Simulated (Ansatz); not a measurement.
# SiH₂S + NH₃: a complex and its separated parts, part 2 of 2

Ansatz 0.2.0, Gaussian basis. The steps go on from the part before.

### Step 6. Vibrations of SiH₂S

The input, vib-parta/in.yaml:

```yaml
crystal:
  periodic: [false, false, false]
  atoms:
    - {symbol: Si, position_ang: [-0.832665, -0.759962, -0.427270]}
    - {symbol: S, position_ang: [0.203100, -1.284081, -1.978914]}
    - {symbol: H, position_ang: [-1.787679, 0.376565, -0.384027]}
    - {symbol: H, position_ang: [-0.789052, -1.435428, 0.894645]}
basis:
  gaussian: {orbitals: def2-TZVP}
hamiltonian: {xc: pbe0, dispersion: d4}
phonons: {temperatures: {t_min: 298.15, t_max: 900, t_step: 200}}
```

What it wrote:

```text
Functional definition: PBE0
  name "PBE0"
  cite "Adamo & Barone, J. Chem. Phys. 110, 6158 (1999) doi:10.1063/1.478522"
  cite "Perdew, Burke & Ernzerhof, Phys. Rev. Lett. 77, 3865 (1996) doi:10.1103/PhysRevLett.77.3865"
  parent pbe
  parameter a = 0.25
  parameter kappa = 0.804
  parameter beta = 0.06672455060314922
  exchange = (1 - a)*pbe_x(kappa = kappa, mu = beta*pi^2/3) + a*exact_x
  correlation = pbe_c(beta = beta)
627 factors; their error is unknown
mean field evaluation 1: about -18737.7223 eV, gradient 1.9e1 eV
mean field evaluation 2: about -18736.2542 eV, gradient 2.9e1 eV
mean field evaluation 4: about -18738.7858 eV, gradient 1.4e0 eV
mean field evaluation 8: about -18738.8466 eV, gradient 9.6e-3 eV
mean field -18738.84662212 eV, -688.6399117164 hartree, gradient 4.2e-5 eV, S^2 0.000000; 0 other end points of the search recorded, 0 dependent functions left out
the calculation of the forces begins
reference -18738.84664614 eV, -688.6399125992 hartree; 16, 16 occupied and 70, 70 virtual orbitals, 627 factors
these checks for a lower state are left out or cut short: stability, starts, cluster_reference, orbital_swaps, neighbouring_geometries, increment
627 factors; their error is unknown
mean field evaluation 16: about -18738.8465 eV, gradient 1.2e-1 eV
mean field -18738.84653073 eV, -688.6399083581 hartree, gradient 2.8e-6 eV, S^2 0.000000; 0 other end points of the search recorded, 0 dependent functions left out
the calculation of the forces begins
reference -18738.84655475 eV, -688.6399092406 hartree; 16, 16 occupied and 70, 70 virtual orbitals, 627 factors
these checks for a lower state are left out or cut short: stability, starts, cluster_reference, orbital_swaps, neighbouring_geometries, increment
627 factors; their error is unknown
mean field -18738.84651955 eV, -688.6399079472 hartree, gradient 8.7e-7 eV, S^2 0.000000; 0 other end points of the search recorded, 0 dependent functions left out
the calculation of the forces begins
reference -18738.84654358 eV, -688.6399088302 hartree; 16, 16 occupied and 70, 70 virtual orbitals, 627 factors
these checks for a lower state are left out or cut short: stability, starts, cluster_reference, orbital_swaps, neighbouring_geometries, increment
627 factors; their error is unknown
mean field evaluation 32: about -18738.8465 eV, gradient 1.3e-4 eV
mean field -18738.84654584 eV, -688.6399089131 hartree, gradient 2.9e-6 eV, S^2 0.000000; 0 other end points of the search recorded, 0 dependent functions left out
the calculation of the forces begins
reference -18738.84656986 eV, -688.6399097960 hartree; 16, 16 occupied and 70, 70 virtual orbitals, 627 factors
these checks for a lower state are left out or cut short: stability, starts, cluster_reference, orbital_swaps, neighbouring_geometries, increment
627 factors; their error is unknown
mean field -18738.84655221 eV, -688.6399091473 hartree, gradient 2.7e-6 eV, S^2 0.000000; 0 other end points of the search recorded, 0 dependent functions left out
the calculation of the forces begins
reference -18738.84657623 eV, -688.6399100299 hartree; 16, 16 occupied and 70, 70 virtual orbitals, 627 factors
these checks for a lower state are left out or cut short: stability, starts, cluster_reference, orbital_swaps, neighbouring_geometries, increment
627 factors; their error is unknown
mean field -18738.84654622 eV, -688.6399089272 hartree, gradient 2.9e-6 eV, S^2 0.000000; 0 other end points of the search recorded, 0 dependent functions left out
the calculation of the forces begins
reference -18738.84657024 eV, -688.6399098100 hartree; 16, 16 occupied and 70, 70 virtual orbitals, 627 factors
these checks for a lower state are left out or cut short: stability, starts, cluster_reference, orbital_swaps, neighbouring_geometries, increment
627 factors; their error is unknown
mean field -18738.84656854 eV, -688.6399097475 hartree, gradient 2.4e-6 eV, S^2 0.000000; 0 other end points of the search recorded, 0 dependent functions left out
the calculation of the forces begins
reference -18738.84659256 eV, -688.6399106302 hartree; 16, 16 occupied and 70, 70 virtual orbitals, 627 factors
these checks for a lower state are left out or cut short: stability, starts, cluster_reference, orbital_swaps, neighbouring_geometries, increment
627 factors; their error is unknown
mean field -18738.84660833 eV, -688.6399112097 hartree, gradient 1.8e-6 eV, S^2 0.000000; 0 other end points of the search recorded, 0 dependent functions left out
the calculation of the forces begins
reference -18738.84663235 eV, -688.6399120925 hartree; 16, 16 occupied and 70, 70 virtual orbitals, 627 factors
these checks for a lower state are left out or cut short: stability, starts, cluster_reference, orbital_swaps, neighbouring_geometries, increment
627 factors; their error is unknown
mean field evaluation 64: about -18738.8466 eV, gradient 5.3e-5 eV
mean field -18738.84659677 eV, -688.6399107851 hartree, gradient 1.9e-6 eV, S^2 0.000000; 0 other end points of the search recorded, 0 dependent functions left out
the calculation of the forces begins
reference -18738.84662080 eV, -688.6399116678 hartree; 16, 16 occupied and 70, 70 virtual orbitals, 627 factors
these checks for a lower state are left out or cut short: stability, starts, cluster_reference, orbital_swaps, neighbouring_geometries, increment
627 factors; their error is unknown
mean field -18738.84659508 eV, -688.6399107229 hartree, gradient 2.3e-6 eV, S^2 0.000000; 0 other end points of the search recorded, 0 dependent functions left out
the calculation of the forces begins
reference -18738.84661910 eV, -688.6399116056 hartree; 16, 16 occupied and 70, 70 virtual orbitals, 627 factors
these checks for a lower state are left out or cut short: stability, starts, cluster_reference, orbital_swaps, neighbouring_geometries, increment
627 factors; their error is unknown
mean field -18738.84660068 eV, -688.6399109287 hartree, gradient 1.1e-6 eV, S^2 0.000000; 0 other end points of the search recorded, 0 dependent functions left out
the calculation of the forces begins
reference -18738.84662471 eV, -688.6399118115 hartree; 16, 16 occupied and 70, 70 virtual orbitals, 627 factors
these checks for a lower state are left out or cut short: stability, starts, cluster_reference, orbital_swaps, neighbouring_geometries, increment
627 factors; their error is unknown
mean field -18738.84659150 eV, -688.6399105913 hartree, gradient 1.1e-6 eV, S^2 0.000000; 0 other end points of the search recorded, 0 dependent functions left out
the calculation of the forces begins
reference -18738.84661553 eV, -688.6399114742 hartree; 16, 16 occupied and 70, 70 virtual orbitals, 627 factors
these checks for a lower state are left out or cut short: stability, starts, cluster_reference, orbital_swaps, neighbouring_geometries, increment
627 factors; their error is unknown
mean field -18738.84658508 eV, -688.6399103552 hartree, gradient 2.0e-6 eV, S^2 0.000000; 0 other end points of the search recorded, 0 dependent functions left out
the calculation of the forces begins
reference -18738.84660910 eV, -688.6399112379 hartree; 16, 16 occupied and 70, 70 virtual orbitals, 627 factors
these checks for a lower state are left out or cut short: stability, starts, cluster_reference, orbital_swaps, neighbouring_geometries, increment
627 factors; their error is unknown
mean field evaluation 96: about -18738.8466 eV, gradient 2.3e-6 eV
mean field -18738.84661627 eV, -688.6399115014 hartree, gradient 2.3e-6 eV, S^2 0.000000; 0 other end points of the search recorded, 0 dependent functions left out
the calculation of the forces begins
reference -18738.84664029 eV, -688.6399123842 hartree; 16, 16 occupied and 70, 70 virtual orbitals, 627 factors
these checks for a lower state are left out or cut short: stability, starts, cluster_reference, orbital_swaps, neighbouring_geometries, increment
627 factors; their error is unknown
mean field -18738.84661387 eV, -688.6399114132 hartree, gradient 1.2e-6 eV, S^2 0.000000; 0 other end points of the search recorded, 0 dependent functions left out
the calculation of the forces begins
reference -18738.84663789 eV, -688.6399122960 hartree; 16, 16 occupied and 70, 70 virtual orbitals, 627 factors
Total energy: -18738.90709528 eV, -688.6421340642 hartree
Atom 0 at    -0.832665    -0.759962    -0.427270 Å, force    -0.000737     0.000132     0.000763 eV/Å
Atom 1 at     0.203100    -1.284081    -1.978914 Å, force     0.000386    -0.000122    -0.000474 eV/Å
Atom 2 at    -1.787679     0.376565    -0.384027 Å, force     0.000094     0.000142    -0.000248 eV/Å
Atom 3 at    -0.789052    -1.435428     0.894645 Å, force     0.000257    -0.000152    -0.000040 eV/Å
Dipole moment:    -0.300695     0.152167     0.450474 e Å
Vibrations: 618.75 641.55 739.00 1002.93 2222.39 2234.29 cm⁻¹, zero-point energy 0.462394 eV
```

Run time: 6.5 s. Hardware: 2 threads, shared host; peak memory 0.13 GiB.

The modes, with what each moves most:

```csv
mode,wavenumber (cm⁻¹),character
1,619,bend
2,642,out-of-plane bend
3,739,Si–S stretch
4,1003,bend
5,2222,Si–H stretch
6,2234,Si–H stretch
```

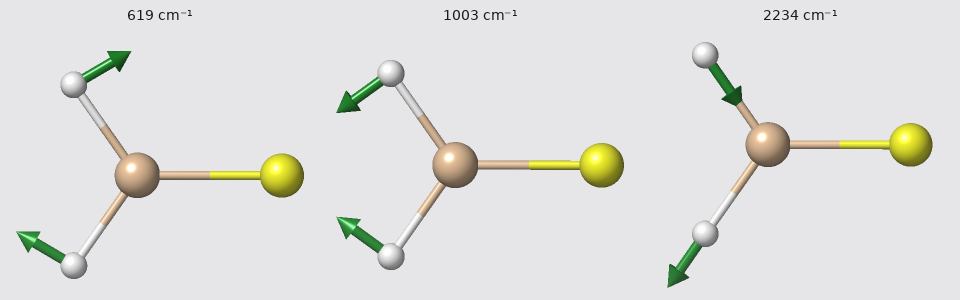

How the atoms move in 3 of the modes.

Vibrational sums (real modes only):

```csv
T (K),entropy (J/mol/K),heat capacity (J/mol/K)
298,4.8,12.9
498,14.3,23.9
698,23.6,30.9
898,32.0,35.7
```

### Step 7. Vibrations of NH₃

The input, vib-partb/in.yaml:

```yaml
crystal:
  periodic: [false, false, false]
  atoms:
    - {symbol: N, position_ang: [0.596467, 0.602430, 0.388398]}
    - {symbol: H, position_ang: [1.462449, 0.105398, 0.556693]}
    - {symbol: H, position_ang: [0.793981, 1.319027, -0.299182]}
    - {symbol: H, position_ang: [0.353501, 1.076051, 1.249756]}
basis:
  gaussian: {orbitals: def2-TZVP}
hamiltonian: {xc: pbe0, dispersion: d4}
phonons: {temperatures: {t_min: 298.15, t_max: 900, t_step: 200}}
```

What it wrote:

```text
[... 10 set-up lines as earlier in the session ...]
287 factors; their error is unknown
mean field evaluation 1: about -1532.4621 eV, gradient 5.4e1 eV
mean field evaluation 2: about -1528.0202 eV, gradient 6.8e1 eV
mean field evaluation 4: about -1537.8009 eV, gradient 1.4e-1 eV
mean field evaluation 8: about -1537.7992 eV, gradient 2.2e-1 eV
mean field -1537.79931152 eV, -56.5130823405 hartree, gradient 1.7e-5 eV, S^2 0.000000; 0 other end points of the search recorded, 0 dependent functions left out
the calculation of the forces begins
reference -1537.79932780 eV, -56.5130829387 hartree; 5, 5 occupied and 44, 44 virtual orbitals, 287 factors
these checks for a lower state are left out or cut short: stability, starts, cluster_reference, orbital_swaps, neighbouring_geometries, increment
287 factors; their error is unknown
mean field evaluation 16: about -1537.8007 eV, gradient 2.9e-1 eV
mean field -1537.79916500 eV, -56.5130769562 hartree, gradient 1.4e-6 eV, S^2 0.000000; 0 other end points of the search recorded, 0 dependent functions left out
the calculation of the forces begins
reference -1537.79918129 eV, -56.5130775547 hartree; 5, 5 occupied and 44, 44 virtual orbitals, 287 factors
these checks for a lower state are left out or cut short: stability, starts, cluster_reference, orbital_swaps, neighbouring_geometries, increment
287 factors; their error is unknown
mean field -1537.79915813 eV, -56.5130767036 hartree, gradient 1.4e-6 eV, S^2 0.000000; 0 other end points of the search recorded, 0 dependent functions left out
the calculation of the forces begins
reference -1537.79917440 eV, -56.5130773015 hartree; 5, 5 occupied and 44, 44 virtual orbitals, 287 factors
these checks for a lower state are left out or cut short: stability, starts, cluster_reference, orbital_swaps, neighbouring_geometries, increment
287 factors; their error is unknown
mean field evaluation 32: about -1537.8007 eV, gradient 2.8e-1 eV
mean field -1537.79915888 eV, -56.5130767312 hartree, gradient 1.4e-6 eV, S^2 0.000000; 0 other end points of the search recorded, 0 dependent functions left out
the calculation of the forces begins
reference -1537.79917517 eV, -56.5130773296 hartree; 5, 5 occupied and 44, 44 virtual orbitals, 287 factors
these checks for a lower state are left out or cut short: stability, starts, cluster_reference, orbital_swaps, neighbouring_geometries, increment
287 factors; their error is unknown
mean field -1537.79915235 eV, -56.5130764911 hartree, gradient 1.4e-6 eV, S^2 0.000000; 0 other end points of the search recorded, 0 dependent functions left out
the calculation of the forces begins
reference -1537.79916862 eV, -56.5130770891 hartree; 5, 5 occupied and 44, 44 virtual orbitals, 287 factors
these checks for a lower state are left out or cut short: stability, starts, cluster_reference, orbital_swaps, neighbouring_geometries, increment
287 factors; their error is unknown
mean field -1537.79920697 eV, -56.5130784982 hartree, gradient 1.4e-6 eV, S^2 0.000000; 0 other end points of the search recorded, 0 dependent functions left out
the calculation of the forces begins
reference -1537.79922324 eV, -56.5130790965 hartree; 5, 5 occupied and 44, 44 virtual orbitals, 287 factors
these checks for a lower state are left out or cut short: stability, starts, cluster_reference, orbital_swaps, neighbouring_geometries, increment
287 factors; their error is unknown
mean field -1537.79921395 eV, -56.5130787549 hartree, gradient 1.4e-6 eV, S^2 0.000000; 0 other end points of the search recorded, 0 dependent functions left out
the calculation of the forces begins
reference -1537.79923023 eV, -56.5130793531 hartree; 5, 5 occupied and 44, 44 virtual orbitals, 287 factors
these checks for a lower state are left out or cut short: stability, starts, cluster_reference, orbital_swaps, neighbouring_geometries, increment
287 factors; their error is unknown
mean field evaluation 64: about -1537.7993 eV, gradient 2.5e-3 eV
mean field -1537.79926997 eV, -56.5130808135 hartree, gradient 1.4e-6 eV, S^2 0.000000; 0 other end points of the search recorded, 0 dependent functions left out
the calculation of the forces begins
reference -1537.79928624 eV, -56.5130814116 hartree; 5, 5 occupied and 44, 44 virtual orbitals, 287 factors
these checks for a lower state are left out or cut short: stability, starts, cluster_reference, orbital_swaps, neighbouring_geometries, increment
287 factors; their error is unknown
mean field -1537.79926767 eV, -56.5130807290 hartree, gradient 1.4e-6 eV, S^2 0.000000; 0 other end points of the search recorded, 0 dependent functions left out
the calculation of the forces begins
reference -1537.79928395 eV, -56.5130813273 hartree; 5, 5 occupied and 44, 44 virtual orbitals, 287 factors
these checks for a lower state are left out or cut short: stability, starts, cluster_reference, orbital_swaps, neighbouring_geometries, increment
287 factors; their error is unknown
mean field -1537.79929058 eV, -56.5130815712 hartree, gradient 1.4e-6 eV, S^2 0.000000; 0 other end points of the search recorded, 0 dependent functions left out
the calculation of the forces begins
reference -1537.79930686 eV, -56.5130821693 hartree; 5, 5 occupied and 44, 44 virtual orbitals, 287 factors
these checks for a lower state are left out or cut short: stability, starts, cluster_reference, orbital_swaps, neighbouring_geometries, increment
287 factors; their error is unknown
mean field -1537.79929245 eV, -56.5130816399 hartree, gradient 1.4e-6 eV, S^2 0.000000; 0 other end points of the search recorded, 0 dependent functions left out
the calculation of the forces begins
reference -1537.79930874 eV, -56.5130822382 hartree; 5, 5 occupied and 44, 44 virtual orbitals, 287 factors
these checks for a lower state are left out or cut short: stability, starts, cluster_reference, orbital_swaps, neighbouring_geometries, increment
287 factors; their error is unknown
mean field -1537.79918008 eV, -56.5130775101 hartree, gradient 1.4e-6 eV, S^2 0.000000; 0 other end points of the search recorded, 0 dependent functions left out
the calculation of the forces begins
reference -1537.79919636 eV, -56.5130781084 hartree; 5, 5 occupied and 44, 44 virtual orbitals, 287 factors
these checks for a lower state are left out or cut short: stability, starts, cluster_reference, orbital_swaps, neighbouring_geometries, increment
287 factors; their error is unknown
mean field evaluation 96: about -1537.8008 eV, gradient 2.7e-1 eV
mean field -1537.79918690 eV, -56.5130777608 hartree, gradient 1.4e-6 eV, S^2 0.000000; 0 other end points of the search recorded, 0 dependent functions left out
the calculation of the forces begins
reference -1537.79920318 eV, -56.5130783590 hartree; 5, 5 occupied and 44, 44 virtual orbitals, 287 factors
these checks for a lower state are left out or cut short: stability, starts, cluster_reference, orbital_swaps, neighbouring_geometries, increment
287 factors; their error is unknown
mean field -1537.79929377 eV, -56.5130816882 hartree, gradient 1.4e-6 eV, S^2 0.000000; 0 other end points of the search recorded, 0 dependent functions left out
the calculation of the forces begins
reference -1537.79931005 eV, -56.5130822863 hartree; 5, 5 occupied and 44, 44 virtual orbitals, 287 factors
these checks for a lower state are left out or cut short: stability, starts, cluster_reference, orbital_swaps, neighbouring_geometries, increment
287 factors; their error is unknown
mean field -1537.79929353 eV, -56.5130816795 hartree, gradient 1.4e-6 eV, S^2 0.000000; 0 other end points of the search recorded, 0 dependent functions left out
the calculation of the forces begins
reference -1537.79930982 eV, -56.5130822779 hartree; 5, 5 occupied and 44, 44 virtual orbitals, 287 factors
Total energy: -1537.80844354 eV, -56.5134179363 hartree
Atom 0 at     0.596467     0.602430     0.388398 Å, force    -0.000065    -0.000093    -0.000082 eV/Å
Atom 1 at     1.462449     0.105398     0.556693 Å, force     0.000179    -0.000170     0.000035 eV/Å
Atom 2 at     0.793981     1.319027    -0.299182 Å, force    -0.000000     0.000155    -0.000195 eV/Å
Atom 3 at     0.353501     1.076051     1.249756 Å, force    -0.000114     0.000108     0.000243 eV/Å
Dipole moment:     0.256671     0.216837     0.107005 e Å
Vibrations: 1030.98 1669.56 1669.57 3502.37 3631.46 3631.49 cm⁻¹, zero-point energy 0.938277 eV
```

Wall time 2.2 s (2 threads, shared host); peak memory 0.08 GiB.

Wavenumbers and character of the modes:

```csv
mode,wavenumber (cm⁻¹),character
1,1031,bend
2,1670,bend
3,1670,bend
4,3502,N–H stretch
5,3631,N–H stretch
6,3631,N–H stretch
```

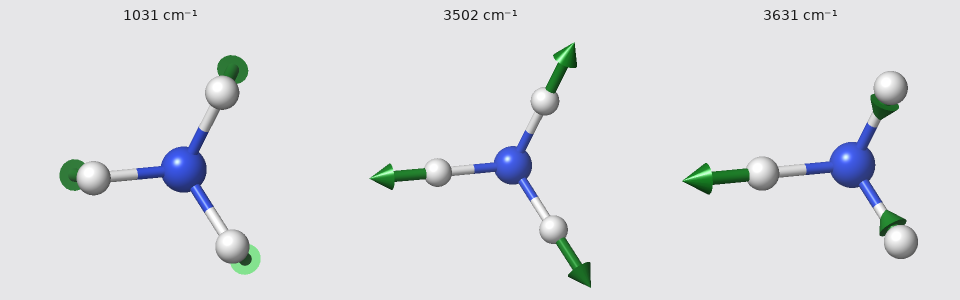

Displacements of 3 modes, as arrows.

Vibrational sums (real modes only):

```csv
T (K),entropy (J/mol/K),heat capacity (J/mol/K)
298,0.4,1.8
498,2.6,7.4
698,6.0,13.4
898,10.0,18.8
```

### Step 8. Complex less separated parts

The complex's own energies come from single points at the same levels. Levels not printed above were run the same way.

Rows are in def2-TZVPP; times add the 3 runs of a level on a shared host, so small differences are noise.

Differences are taken before rounding.

```csv
method,rung,complex less parts (kJ/mol),from CCSD(T) (kJ/mol),time
SPW92,LDA,-149.6,-33.4,1.7 s
PBE-D4,GGA,-120.3,-4.1,2.7 s
BLYP-D4,GGA,-103.5,+12.6,2.8 s
r2SCAN-D4,meta-GGA,-127.5,-11.3,5.7 s
B97M-V,meta-GGA,-122.1,-5.9,10 s
PBE0-D4,hybrid,-130.3,-14.1,3.7 s
B3LYP-D4,hybrid,-114.1,+2.1,3.7 s
r2SCAN0-D4,hybrid,-134.3,-18.1,6.7 s
BHLYP-D4,hybrid,-125.8,-9.7,3.2 s
CAM-B3LYP-D4,range-separated hybrid,-122.7,-6.5,4.2 s
wB97X-V,range-separated hybrid,-128.6,-12.4,10 s
wB97M-V,range-separated hybrid,-124.4,-8.2,11 s
B2PLYP,double hybrid,-111.3,+4.8,5.9 s
PBE-QIDH,double hybrid,-132.5,-16.4,6 s
RPA on PBE,RPA,-101.8,+14.4,5.1 s
Hartree-Fock,wavefunction,-111.5,+4.7,
MP2,wavefunction,-124.0,-7.9,
CCSD,wavefunction,-116.5,-0.4,
CCSD(T),wavefunction,-116.2,0,35 s
```

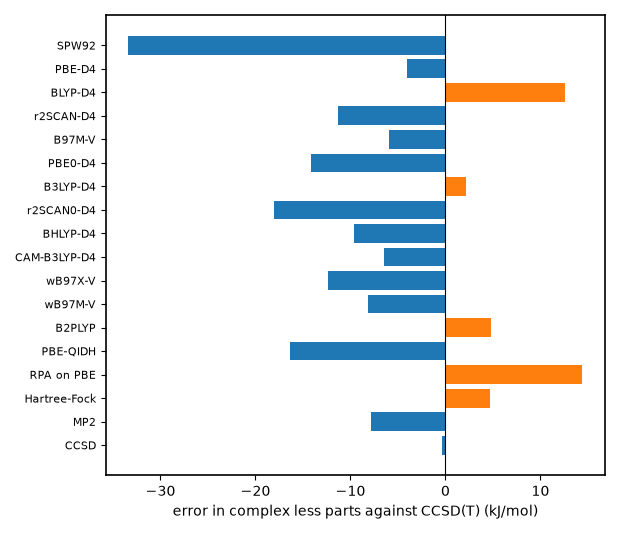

How far each level lands from CCSD(T).

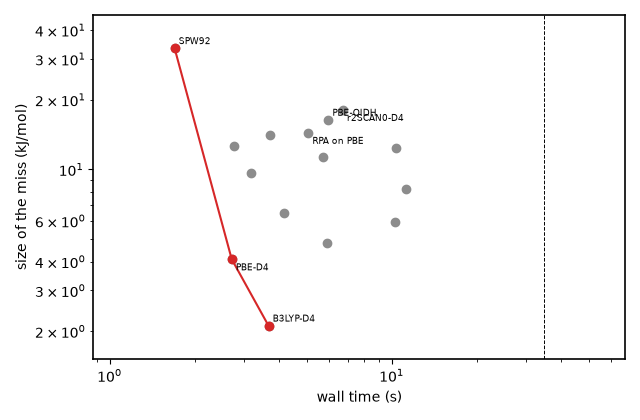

Miss against cost. Red marks the levels that no quicker level drawn beats (of those quicker than the yardstick), and the dashed line is the time of CCSD(T). Only those levels and the largest misses are named. Times are from a shared host.

B3LYP-D4 reaches 2.1 kJ/mol from the reference in 3.7 s, where CCSD(T) took 35 s; the quickest level in the cost chart, SPW92, takes 1.7 s and misses by 33.4 kJ/mol.

The complex's zero-point energy, from a separate PBE0-D4 run, is 1.581 eV.

### Step 9. Outcome

The summary covers parts 1 to 2.

| quantity | value |
| --- | --- |
| complex less parts, CCSD(T)/def2-TZVPP | -116.2 kJ/mol |
| with zero-point energy | -98.8 kJ/mol |
| largest T1 diagnostic | 0.018 |

At CCSD(T) the complex lies 116.2 kJ/mol below its parts. Among the functionals B3LYP-D4 lands nearest to CCSD(T) (+2.1 kJ/mol) and SPW92 farthest (-33.4 kJ/mol). Mean unsigned error by rung: LDA 33.4, GGA 8.4, meta-GGA 8.6, hybrid 11.0, range-separated hybrid 9.0, double hybrid 10.6 kJ/mol. PBE-D4 gives a relative energy 4.1 kJ/mol too low, inside chemical accuracy (1 kcal/mol, 4.2 kJ/mol). No counterpoise was applied, and triple zeta lacks some correlation, so the CCSD(T) reference has a basis error of its own, and close matches with it are partly luck.
